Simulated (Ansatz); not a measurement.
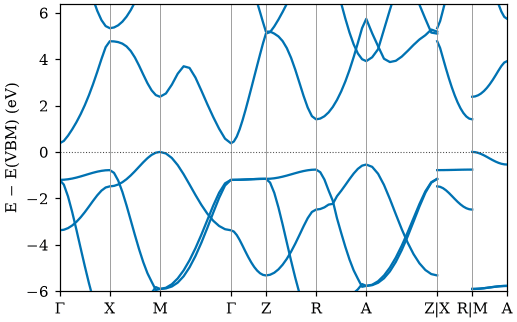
*Band structure from plane-wave PAW PBE+D3(BJ) (Ansatz code)*

Read off the gap and where the band edges lie.

About 0.4 eV (0.37 eV by a search for the band edges); maximum at M, minimum at Γ.

The material is AlN in space group P4/mmm (No. 123; Al on 1c, N on 1a).

The cell is a constructed one: a structure type filled with these elements; neither database checked (COD, Materials Project) lists it. It is not the phase usual at ambient conditions (space group No. 186, 216). Symmetry was held in the PBE+D3(BJ) relaxation. At this level the phase is dynamically unstable (imaginary phonons).

Potentials: the later of the program's two PAW sets.
